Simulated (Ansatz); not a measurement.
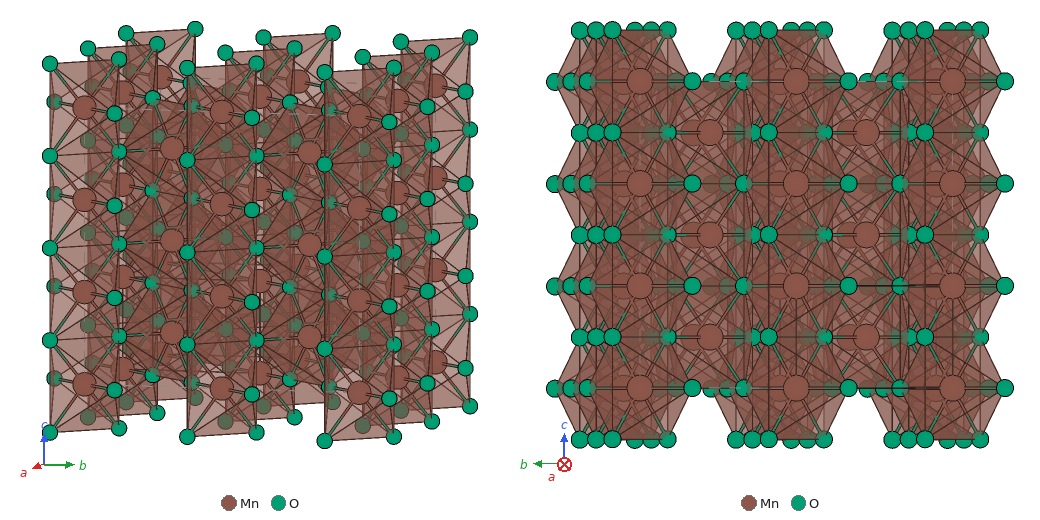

Polyhedra are drawn about Mn (bonds: Mn–O below 2.1 Å); other atoms are plain spheres. Two views of the same piece.

System MnO₂ (space group P4_2/mnm, No. 136); source of the atomic positions: the input geometry of an electronic-structure calculation (not necessarily at equilibrium).

Sharing among the drawn polyhedra:

```json
{"site": "Mn", "polyhedron": "MnO6 octahedron", "corner-sharing neighbours": "8", "edge-sharing": "2", "face-sharing": "0", "bond (Å)": "1.88"}
```

They form a three-dimensional framework of corner- and edge-sharing octahedra.
